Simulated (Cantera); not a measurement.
A closed system holds: 1 mol C2H2, 0.15 mol NH3, held at 1848.15 K.

Cantera equilibrium calculation (NASA polynomials, part measured and part estimated; ideal gas, pure solids and liquids). Candidate condensed phases: C, C6H6, C7H8, C8H18; 92 gas species. The ideal-gas law is rough above about 30 bar. Kinetics and transport are ignored.

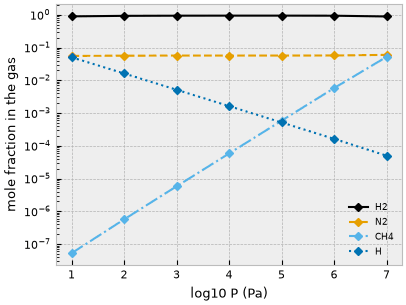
Equilibrium gas composition (values under 1e-9 drawn at 1e-9)

Task: Read off the mole fractions at 10.0 mbar.

Result: H2 about 0.94, N2 about 0.057, H about 0.0051, CH4 about 5.8e-6.
